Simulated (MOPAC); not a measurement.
## Geometry relaxation of C2H6Cl2Sn (part 1 of 2)

The run: geometry relaxation of C2H6Cl2Sn, SMILES [CH3][Sn]([CH3])([Cl])[Cl]. Method and program: PM6, closed shell (MOPAC 23.2.5).

The atoms were displaced at random from an optimised geometry.

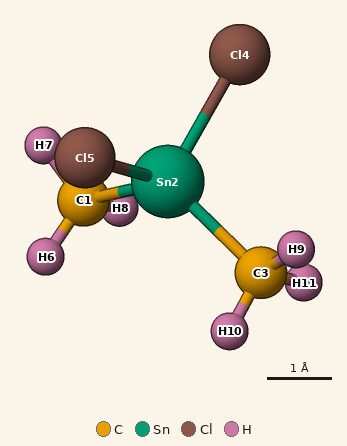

*The starting structure (ball-and-stick view, seen at a tilt; atoms are numbered from 1 in the order of the input). Sticks mark near contacts.*

Key numbers:

| quantity | value |
| --- | --- |
| outcome | converged |
| total energy | −33.513839 hartree |
| dispersion energy | 0.000000 hartree |
| heat of formation | −66.71 kcal/mol |
| basis functions | 36 |
| largest force | 0.002 eV/Å |
| HOMO | −10.97 eV |
| LUMO | −1.02 eV |
| dipole moment | 4.48 D |
| hardware | 1 thread of Arm Neoverse N1, 16 GiB of memory available, shared host |
| peak memory | 0.074 GiB |

Notes on the run: HEAT OF FORMATION IS ESSENTIALLY STATIONARY. MOPAC's energies along a path are heats of formation.

The input (input.mop):
```
PM6 MULLIK SINGLET EF CYCLES=300 GRADIENTS DISP GNORM=0.01 THREADS=1 AUX(PRECISION=6)


C     -1.852708 1     0.338738 1     0.265314 1
Sn     0.164461 1     0.402718 1    -0.405339 1
C      1.636781 1    -0.925580 1     0.351432 1
Cl     0.099898 1     0.088320 1    -2.725963 1
Cl     0.932260 1     2.569937 1    -0.057528 1
H     -1.897862 1     0.532635 1     1.332697 1
H     -2.400918 1     1.093170 1    -0.271855 1
H     -2.274497 1    -0.641636 1     0.065081 1
H      2.576649 1    -0.708635 1    -0.136138 1
H      1.726591 1    -0.772058 1     1.415311 1
H      1.334705 1    -1.958965 1     0.147278 1
```

Launch command:
```bash
mopac input.mop
```

Log:
```
MOPAC v23.2.5
PM6 CALCULATION RESULTS

 *  PM6        - The PM6 Hamiltonian to be used
 *  SINGLET    - SPIN STATE DEFINED AS A SINGLET
 *  EF         - USE EF ROUTINE FOR MINIMUM SEARCH
 *  THREADS=1  - MULTI-THREADING NOT USED
 *  CYCLES=    - DO A MAXIMUM OF 300 STEPS
 *  GNORM      - EXIT WHEN GRADIENT NORM DROPS BELOW 0.010
 *  AUX        - OUTPUT AUXILIARY INFORMATION
 *  GRADIENTS  - ALL GRADIENTS TO BE PRINTED
 *  DISP       - PRINT DISPERSION AND HYDROGEN BOND ENERGIES
 *  MULLIK     - THE MULLIKEN ANALYSIS TO BE PERFORMED
PM6 MULLIK SINGLET EF CYCLES=300 GRADIENTS DISP GNORM=0.01 THREADS=1 AUX(PRECISION=6)

   ATOM   CHEMICAL          X               Y               Z
  NUMBER   SYMBOL      (ANGSTROMS)     (ANGSTROMS)     (ANGSTROMS)

     1       C         -1.85270800  *   0.33873800  *   0.26531400  *
     2      Sn          0.16446100  *   0.40271800  *  -0.40533900  *
     3       C          1.63678100  *  -0.92558000  *   0.35143200  *
     4      Cl          0.09989800  *   0.08832000  *  -2.72596300  *
     5      Cl          0.93226000  *   2.56993700  *  -0.05752800  *
     6       H         -1.89786200  *   0.53263500  *   1.33269700  *
     7       H         -2.40091800  *   1.09317000  *  -0.27185500  *
     8       H         -2.27449700  *  -0.64163600  *   0.06508100  *
     9       H          2.57664900  *  -0.70863500  *  -0.13613800  *
    10       H          1.72659100  *  -0.77205800  *   1.41531100  *
    11       H          1.33470500  *  -1.95896500  *   0.14727800  *

          CARTESIAN COORDINATES

    NO.       ATOM           X           Y           Z

     1         C         -1.8527      0.3387      0.2653
     2        Sn          0.1645      0.4027     -0.4053
     3         C          1.6368     -0.9256      0.3514
     4        Cl          0.0999      0.0883     -2.7260
     5        Cl          0.9323      2.5699     -0.0575
     6         H         -1.8979      0.5326      1.3327
     7         H         -2.4009      1.0932     -0.2719
     8         H         -2.2745     -0.6416      0.0651
     9         H          2.5766     -0.7086     -0.1361
    10         H          1.7266     -0.7721      1.4153
    11         H          1.3347     -1.9590      0.1473

           Empirical Formula: C2 H6 Sn Cl2  =    11 atoms

      MOLECULAR POINT GROUP   :   C2v

 SINGLET STATE CALCULATION

      RHF CALCULATION, NO. OF DOUBLY OCCUPIED LEVELS = 16

          Geometry optimization using EF

          DIAGONAL MATRIX USED AS START HESSIAN
```

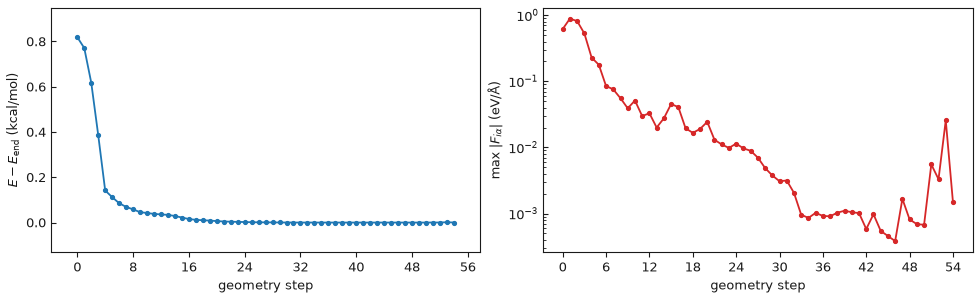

*Progress of the relaxation, step by step (steps are counted from 0).*

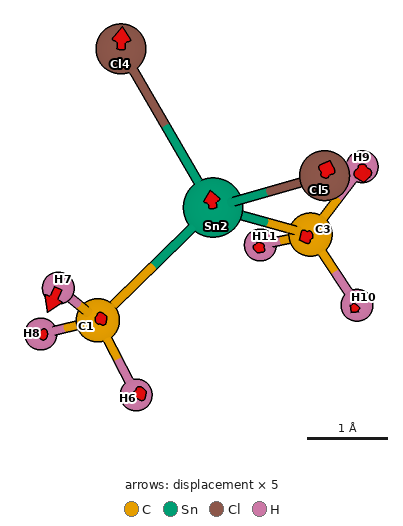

*The starting structure with the displacements as red arrows, magnified 5 times (ball-and-stick view, seen at a tilt). The two geometries are laid on each other by the best rigid fit.*

The atom that moves furthest after the best rigid fit is H7 (0.070 Å). Largest moves by element: H 0.070 Å, Cl 0.063 Å, Sn 0.050 Å, C 0.041 Å. Among the contacts that change: Sn2–Cl5 2.325 → 2.348 Å, C1–H7 1.076 → 1.090 Å, C1–Sn2 2.127 → 2.117 Å, C3–H11 1.096 → 1.088 Å. Among the angles that change: C1–Sn2–C3 121.8° → 118.4°, Sn2–C1–H7 107.7° → 110.9°, H6–C1–H7 110.1° → 107.6°. After 54 geometry steps the energy has fallen by 0.82 kcal/mol. The largest force component goes from 0.62 to 0.0015 eV/Å. (Atoms are counted from 1 in the order of the input.)

```
 CYCLE:     1 TIME:   0.016 TIME LEFT:  2.00D  GRAD.:    28.203 HEAT: -65.88805
 CYCLE:     2 TIME:   0.008 TIME LEFT:  2.00D  GRAD.:    33.323 HEAT: -65.93608
 CYCLE:     3 TIME:   0.008 TIME LEFT:  2.00D  GRAD.:    33.121 HEAT: -66.08857
 CYCLE:     4 TIME:   0.000 TIME LEFT:  2.00D  GRAD.:    25.664 HEAT: -66.32017
 CYCLE:     5 TIME:   0.016 TIME LEFT:  2.00D  GRAD.:     8.766 HEAT: -66.56536
 CYCLE:     6 TIME:   0.008 TIME LEFT:  2.00D  GRAD.:     7.677 HEAT: -66.59483
 CYCLE:     7 TIME:   0.008 TIME LEFT:  2.00D  GRAD.:     4.609 HEAT: -66.62152
 CYCLE:     8 TIME:   0.008 TIME LEFT:  2.00D  GRAD.:     2.878 HEAT: -66.63801
 CYCLE:     9 TIME:   0.008 TIME LEFT:  2.00D  GRAD.:     2.145 HEAT: -66.64877
 CYCLE:    10 TIME:   0.008 TIME LEFT:  2.00D  GRAD.:     2.396 HEAT: -66.66122
 CYCLE:    11 TIME:   0.008 TIME LEFT:  2.00D  GRAD.:     2.159 HEAT: -66.66484
 CYCLE:    12 TIME:   0.008 TIME LEFT:  2.00D  GRAD.:     1.399 HEAT: -66.66884
 CYCLE:    13 TIME:   0.008 TIME LEFT:  2.00D  GRAD.:     1.374 HEAT: -66.67125
 CYCLE:    14 TIME:   0.008 TIME LEFT:  2.00D  GRAD.:     1.046 HEAT: -66.67315
 CYCLE:    15 TIME:   0.008 TIME LEFT:  2.00D  GRAD.:     1.417 HEAT: -66.67819
 CYCLE:    16 TIME:   0.008 TIME LEFT:  2.00D  GRAD.:     2.037 HEAT: -66.68483
 CYCLE:    17 TIME:   0.008 TIME LEFT:  2.00D  GRAD.:     1.780 HEAT: -66.69153
 CYCLE:    18 TIME:   0.008 TIME LEFT:  2.00D  GRAD.:     1.060 HEAT: -66.69517
 CYCLE:    19 TIME:   0.000 TIME LEFT:  2.00D  GRAD.:     0.839 HEAT: -66.69693
 CYCLE:    20 TIME:   0.008 TIME LEFT:  2.00D  GRAD.:     0.968 HEAT: -66.69847
 CYCLE:    21 TIME:   0.008 TIME LEFT:  2.00D  GRAD.:     1.001 HEAT: -66.70057
 CYCLE:    22 TIME:   0.008 TIME LEFT:  2.00D  GRAD.:     0.727 HEAT: -66.70250
 CYCLE:    23 TIME:   0.008 TIME LEFT:  2.00D  GRAD.:     0.568 HEAT: -66.70325
 CYCLE:    24 TIME:   0.008 TIME LEFT:  2.00D  GRAD.:     0.562 HEAT: -66.70422
 CYCLE:    25 TIME:   0.008 TIME LEFT:  2.00D  GRAD.:     0.551 HEAT: -66.70478
 CYCLE:    26 TIME:   0.000 TIME LEFT:  2.00D  GRAD.:     0.466 HEAT: -66.70574
 CYCLE:    27 TIME:   0.008 TIME LEFT:  2.00D  GRAD.:     0.369 HEAT: -66.70602
 CYCLE:    28 TIME:   0.008 TIME LEFT:  2.00D  GRAD.:     0.401 HEAT: -66.70632
 CYCLE:    29 TIME:   0.008 TIME LEFT:  2.00D  GRAD.:     0.288 HEAT: -66.70648
 CYCLE:    30 TIME:   0.008 TIME LEFT:  2.00D  GRAD.:     0.222 HEAT: -66.70679
 CYCLE:    31 TIME:   0.008 TIME LEFT:  2.00D  GRAD.:     0.197 HEAT: -66.70690
 CYCLE:    32 TIME:   0.008 TIME LEFT:  2.00D  GRAD.:     0.140 HEAT: -66.70701
 CYCLE:    33 TIME:   0.008 TIME LEFT:  2.00D  GRAD.:     0.098 HEAT: -66.70704
 CYCLE:    34 TIME:   0.008 TIME LEFT:  2.00D  GRAD.:     0.060 HEAT: -66.70708
 CYCLE:    35 TIME:   0.000 TIME LEFT:  2.00D  GRAD.:     0.057 HEAT: -66.70709
 CYCLE:    36 TIME:   0.008 TIME LEFT:  2.00D  GRAD.:     0.059 HEAT: -66.70710
 CYCLE:    37 TIME:   0.008 TIME LEFT:  2.00D  GRAD.:     0.054 HEAT: -66.70710
 CYCLE:    38 TIME:   0.008 TIME LEFT:  2.00D  GRAD.:     0.044 HEAT: -66.70711
 CYCLE:    39 TIME:   0.008 TIME LEFT:  2.00D  GRAD.:     0.042 HEAT: -66.70711
 CYCLE:    40 TIME:   0.008 TIME LEFT:  2.00D  GRAD.:     0.050 HEAT: -66.70711
 CYCLE:    41 TIME:   0.008 TIME LEFT:  2.00D  GRAD.:     0.057 HEAT: -66.70712
 CYCLE:    42 TIME:   0.008 TIME LEFT:  2.00D  GRAD.:     0.057 HEAT: -66.70712
 CYCLE:    43 TIME:   0.008 TIME LEFT:  2.00D  GRAD.:     0.036 HEAT: -66.70712
 CYCLE:    44 TIME:   0.008 TIME LEFT:  2.00D  GRAD.:     0.054 HEAT: -66.70710
 CYCLE:    45 TIME:   0.000 TIME LEFT:  2.00D  GRAD.:     0.027 HEAT: -66.70712
 CYCLE:    46 TIME:   0.008 TIME LEFT:  2.00D  GRAD.:     0.027 HEAT: -66.70712
 CYCLE:    47 TIME:   0.008 TIME LEFT:  2.00D  GRAD.:     0.023 HEAT: -66.70712
 CYCLE:    48 TIME:   0.008 TIME LEFT:  2.00D  GRAD.:     0.063 HEAT: -66.70712
 CYCLE:    49 TIME:   0.008 TIME LEFT:  2.00D  GRAD.:     0.035 HEAT: -66.70713
 CYCLE:    50 TIME:   0.008 TIME LEFT:  2.00D  GRAD.:     0.028 HEAT: -66.70713
 CYCLE:    51 TIME:   0.008 TIME LEFT:  2.00D  GRAD.:     0.030 HEAT: -66.70712
 CYCLE:    52 TIME:   0.008 TIME LEFT:  2.00D  GRAD.:     0.227 HEAT: -66.70689
 CYCLE:    53 TIME:   0.000 TIME LEFT:  2.00D  GRAD.:     0.154 HEAT: -66.70694
 CYCLE:    54 TIME:   0.008 TIME LEFT:  2.00D  GRAD.:     0.912 HEAT: -66.70561
 CYCLE:    55 TIME:   0.008 TIME LEFT:  2.00D  GRAD.:     0.082 HEAT: -66.70704

 HEAT OF FORMATION IS ESSENTIALLY STATIONARY

 -------------------------------------------------------------------------------
 PM6 MULLIK SINGLET EF CYCLES=300 GRADIENTS DISP GNORM=0.01 THREADS=1 AUX(PRECISION=6)

     GEOMETRY OPTIMISED USING EIGENVECTOR FOLLOWING (EF).
     SCF FIELD WAS ACHIEVED

                              PM6 CALCULATION

          FINAL HEAT OF FORMATION =        -66.70705 KCAL/MOL =    -279.10228 KJ/MOL

          TOTAL ENERGY            =     -21030.25170 KCAL/MOL = ELECTRONIC ENERGY + CORE-CORE REPULSION
          ENERGY OF ATOMS         =      20963.54465 KCAL/MOL
                              SUM =        -66.70705 KCAL/MOL
          DISPERSION ENERGY       =          0.00000 KCAL/MOL
                              SUM =        -66.70705 KCAL/MOL = FINAL HEAT OF FORMATION

          TOTAL ENERGY            =       -911.95803 EV
          ELECTRONIC ENERGY       =      -2876.29060 EV
          CORE-CORE REPULSION     =       1964.33257 EV
          COSMO AREA              =        157.28 SQUARE ANGSTROMS
          COSMO VOLUME            =        154.58 CUBIC ANGSTROMS

          GRADIENT NORM           =          0.08201          =       0.02473 PER ATOM
          IONIZATION POTENTIAL    =         10.968999 EV
          HOMO LUMO ENERGIES (EV) =        -10.969 -1.023
          NO. OF FILLED LEVELS    =         16
          MOLECULAR WEIGHT        =        219.6654         POINT GROUP:  C2v

          MOLECULAR DIMENSIONS (Angstroms)

            Atom       Atom       Distance
            H     9    H     7     5.34651
            H     6   Cl     4     4.16933
           Cl     5    H    11     4.13745

          SCF CALCULATIONS        =         58

          WALL-CLOCK TIME         =      0.414 SECONDS
          COMPUTATION TIME        =      0.332 SECONDS

       FINAL  POINT  AND  DERIVATIVES

   PARAMETER     ATOM    TYPE            VALUE        GRADIENT
      1          1  C    CARTESIAN X    -1.825181     -0.010176  KCAL/ANGSTROM
      2          1  C    CARTESIAN Y     0.307340     -0.003176  KCAL/ANGSTROM
      3          1  C    CARTESIAN Z     0.290932      0.006131  KCAL/ANGSTROM
      4          2 Sn    CARTESIAN X     0.163786      0.001247  KCAL/ANGSTROM
      5          2 Sn    CARTESIAN Y     0.410615     -0.015093  KCAL/ANGSTROM
      6          2 Sn    CARTESIAN Z    -0.426011     -0.004937  KCAL/ANGSTROM
      7          3  C    CARTESIAN X     1.592820      0.009589  KCAL/ANGSTROM
      8          3  C    CARTESIAN Y    -0.930209     -0.002832  KCAL/ANGSTROM
      9          3  C    CARTESIAN Z     0.374555     -0.001787  KCAL/ANGSTROM
     10          4 Cl    CARTESIAN X     0.110096      0.010098  KCAL/ANGSTROM
     11          4 Cl    CARTESIAN Y     0.101850      0.000354  KCAL/ANGSTROM
     12          4 Cl    CARTESIAN Z    -2.752582     -0.005836  KCAL/ANGSTROM
     13          5 Cl    CARTESIAN X     0.943747     -0.031825  KCAL/ANGSTROM
     14          5 Cl    CARTESIAN Y     2.595498     -0.004129  KCAL/ANGSTROM
     15          5 Cl    CARTESIAN Z    -0.066168      0.007934  KCAL/ANGSTROM
     16          6  H    CARTESIAN X    -1.865281      0.025203  KCAL/ANGSTROM
     17          6  H    CARTESIAN Y     0.500455     -0.013990  KCAL/ANGSTROM
     18          6  H    CARTESIAN Z     1.361127     -0.026242  KCAL/ANGSTROM
     19          7  H    CARTESIAN X    -2.454394      0.026893  KCAL/ANGSTROM
     20          7  H    CARTESIAN Y     1.048712     -0.006452  KCAL/ANGSTROM
     21          7  H    CARTESIAN Z    -0.202137      0.021496  KCAL/ANGSTROM
     22          8  H    CARTESIAN X    -2.259738     -0.020315  KCAL/ANGSTROM
     23          8  H    CARTESIAN Y    -0.672051      0.033928  KCAL/ANGSTROM
     24          8  H    CARTESIAN Z     0.101177      0.001251  KCAL/ANGSTROM
     25          9  H    CARTESIAN X     2.571594      0.011195  KCAL/ANGSTROM
     26          9  H    CARTESIAN Y    -0.770435      0.000284  KCAL/ANGSTROM
     27          9  H    CARTESIAN Z    -0.078488      0.008209  KCAL/ANGSTROM
     28         10  H    CARTESIAN X     1.700169     -0.019894  KCAL/ANGSTROM
     29         10  H    CARTESIAN Y    -0.791766      0.004475  KCAL/ANGSTROM
     30         10  H    CARTESIAN Z     1.448603     -0.003901  KCAL/ANGSTROM
     31         11  H    CARTESIAN X     1.307764     -0.002016  KCAL/ANGSTROM
     32         11  H    CARTESIAN Y    -1.963574      0.006630  KCAL/ANGSTROM
     33         11  H    CARTESIAN Z     0.187279     -0.002320  KCAL/ANGSTROM

   ATOM   CHEMICAL          X               Y               Z
  NUMBER   SYMBOL      (ANGSTROMS)     (ANGSTROMS)     (ANGSTROMS)

     1       C         -1.82518114  *   0.30733998  *   0.29093186  *
     2      Sn          0.16378575  *   0.41061500  *  -0.42601145  *
     3       C          1.59281968  *  -0.93020888  *   0.37455506  *
     4      Cl          0.11009622  *   0.10184981  *  -2.75258185  *
     5      Cl          0.94374727  *   2.59549768  *  -0.06616759  *
     6       H         -1.86528113  *   0.50045504  *   1.36112670  *
     7       H         -2.45439359  *   1.04871239  *  -0.20213722  *
     8       H         -2.25973804  *  -0.67205090  *   0.10117731  *
     9       H          2.57159422  *  -0.77043453  *  -0.07848796  *
    10       H          1.70016918  *  -0.79176594  *   1.44860290  *
    11       H          1.30776434  *  -1.96357359  *   0.18727911  *

                             CARTESIAN COORDINATES

   1    C       -1.825181141     0.307339984     0.290931863
   2   Sn        0.163785753     0.410615001    -0.426011448
   3    C        1.592819684    -0.930208882     0.374555065
   4   Cl        0.110096223     0.101849810    -2.752581850
   5   Cl        0.943747271     2.595497680    -0.066167592
   6    H       -1.865281127     0.500455035     1.361126697
   7    H       -2.454393589     1.048712394    -0.202137215
   8    H       -2.259738040    -0.672050904     0.101177309
   9    H        2.571594219    -0.770434532    -0.078487962
  10    H        1.700169184    -0.791765940     1.448602900
  11    H        1.307764342    -1.963573594     0.187279109

           Empirical Formula: C2 H6 Sn Cl2  =    11 atoms

      MOLECULAR POINT GROUP   :   C2v

                  EIGENVALUES
 -26.88096 -26.75345 -24.99304 -24.74406 -16.65840 -14.93242 -14.61981 -14.38279
 -14.35961 -12.88627 -12.48567 -12.44111 -11.36216 -11.28061 -11.23415 -10.96900
  -1.02291   0.96369   1.65362   2.59646   5.24048   5.25342   5.26709   5.27235
   6.44243   6.47815  91.72634  91.94428  92.07196  92.34214  92.51972  92.67794
  93.02298  93.02362  93.36754  93.38024

              NET ATOMIC CHARGES AND DIPOLE CONTRIBUTIONS

  ATOM NO.   TYPE          CHARGE      No. of ELECS.   s-Pop       p-Pop       d-Pop
    1          C          -0.816683        4.8167     1.11470     3.70198
    2         Sn           1.408703        2.5913     1.10763     1.48367
    3          C          -0.816614        4.8166     1.11472     3.70190
    4         Cl          -0.462816        7.4628     1.99698     5.46394     0.00190
    5         Cl          -0.463006        7.4630     1.99698     5.46413     0.00190
    6          H           0.189516        0.8105     0.81048
    7          H           0.196208        0.8038     0.80379
    8          H           0.189485        0.8105     0.81051
    9          H           0.196207        0.8038     0.80379
   10          H           0.189503        0.8105     0.81050
   11          H           0.189497        0.8105     0.81050
 DIPOLE           X         Y         Z       TOTAL
 POINT-CHG.    -1.230    -3.179     3.329     4.764
 HYBRID         0.074     0.192    -0.200     0.287
 SUM           -1.156    -2.987     3.128     4.477

          ATOMIC ORBITAL ELECTRON POPULATIONS

     Atom    s        px        py        pz      x^2-y^2     xz        z^2       yz        xy
    1  C   1.11470   1.25207   1.22504   1.22487
    2 Sn   1.10763   0.56429   0.46721   0.45217
    3  C   1.11472   1.24515   1.23146   1.22529
    4 Cl   1.99698   1.98545   1.96962   1.50887   0.00002   0.00040   0.00107   0.00039   0.00002
    5 Cl   1.99698   1.93323   1.56564   1.96526   0.00064   0.00005   0.00029   0.00035   0.00056
    6  H   0.81048
    7  H   0.80379
    8  H   0.81051
    9  H   0.80379
   10  H   0.81050
   11  H   0.81050

           MULLIKEN POPULATION ANALYSIS

        MULLIKEN POPULATIONS AND CHARGES

      NO.  ATOM   POPULATION      CHARGE
        1    C     5.004932     -1.004932
        2   Sn     2.505402      1.494598
        3    C     5.004848     -1.004848
        4   Cl     7.464315     -0.464315
        5   Cl     7.464457     -0.464457
        6    H     0.762132      0.237868
        7    H     0.753740      0.246260
        8    H     0.762144      0.237856
        9    H     0.753743      0.246257
       10    H     0.762144      0.237856
       11    H     0.762142      0.237858

          Chemical-Potential Equalization

          Energy                    =                  NaN   kcal/mol
          Pot(1)                    =                  NaN   eV
          Dipole correction(1)      =                  NaN   au

 *                    *
 * JOB ENDED NORMALLY *
 *                    *

 TOTAL JOB TIME:             0.42 SECONDS

 == MOPAC DONE ==
```
